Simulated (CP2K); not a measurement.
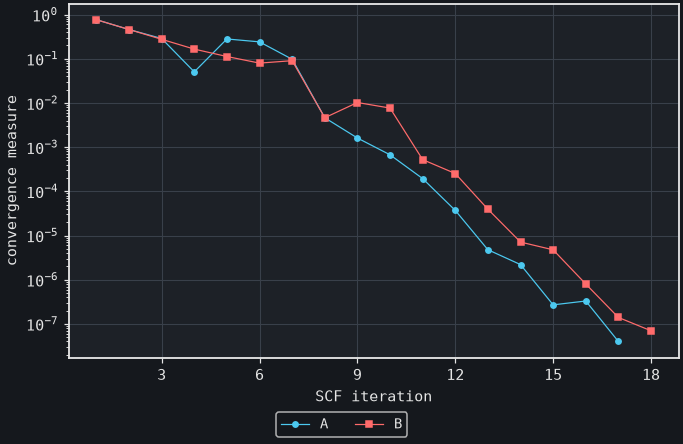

Two SCF runs that differ in one setting.
System: CH₄BFOZn (SMILES CB[O][Zn][F]).
Method: RHF MNDO (CP2K 2026.2).

A: eps_diis set to 1.0 (from 0.1)
B: usual settings

> How did each SCF end?

Run A converged in 17 iterations. Run B converged in 18 iterations. CP2K mixes the density linearly, with weight alpha, until the error falls below EPS_DIIS, and only then turns to DIIS. That happens at step 7 with the usual settings and at step 3 in the changed run. Both end at the same energy within 1 meV.
